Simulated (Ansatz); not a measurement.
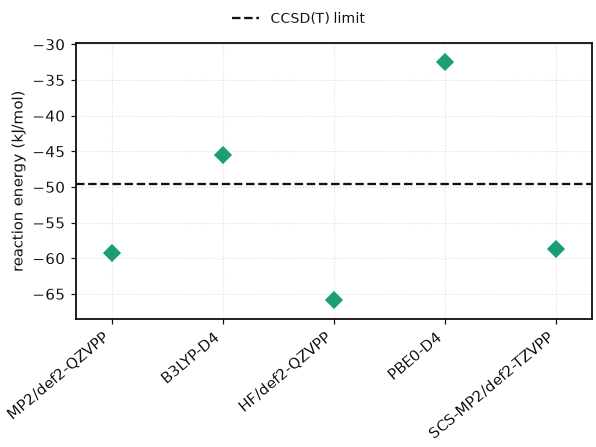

Electronic reaction energy of AlSiH₄SF ([F][Al]([SiH3])[SH]) + SnNH₅ ([NH2][SnH3]) → SnSiNH₇ ([SiH3][NH][SnH3]) + AlH₂SF ([F][AlH][SH]) (SMILES in brackets) at several levels (functionals in def2-TZVPP unless a basis is named), isolated molecules at PBE0-D4 triple-zeta geometries, minima by their frequencies, no zero-point or thermal terms, the Ansatz code. The line is frozen-core CCSD(T) at the basis limit (MP2 extrapolated from triple and quadruple zeta, plus CCSD(T) less MP2 in a smaller set). The distance of MP2/def2-QZVPP and SCS-MP2/def2-TZVPP to the limit includes basis error. Core potentials past Kr.

Q: Which level comes closest to the line (CCSD(T) limit), and which misses most?

A: Closest B3LYP-D4 (−45.6 kJ/mol), against −49.6 kJ/mol; farthest PBE0-D4 (−32.5 kJ/mol).

Q: Give the values.

A:
| level | kJ/mol | less CCSD(T) limit |
| --- | --- | --- |
| MP2/def2-QZVPP | −59.3 | −9.7 |
| B3LYP-D4 | −45.6 | 4.0 |
| HF/def2-QZVPP | −65.9 | −16.3 |
| PBE0-D4 | −32.5 | 17.1 |
| SCS-MP2/def2-TZVPP | −58.8 | −9.2 |
| CCSD(T) limit | −49.6 | 0.0 |

Known limits of this run: outer-core shells are correlated without core-valence functions, which makes the correlated values less sure; spin-orbit coupling is left out, and with Sn it can shift these values.
